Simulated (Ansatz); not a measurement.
One stationary structure of BeS. Method: PBE (plane waves to 420 eV, PAW, scalar-relativistic; Ansatz, a first-principles code).

F-43m (No. 216), cF8, zinc blende type; a = b = c = 4.876 Å, α = β = γ = 90.00°.

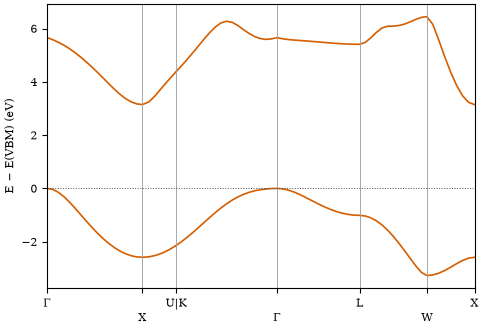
Figure. Highest filled and lowest empty band along the path of this cell's Brillouin zone

### Question
Read off the gap and say whether it is direct.

### Answer
3.15 eV, indirect (valence top at Γ, conduction bottom at X) (no spin-orbit coupling).

### Question
How far does the top valence band disperse along this path?

### Answer
About 3.3 eV.

No spin polarisation in the result.

The run could not lose the symmetry of its start.
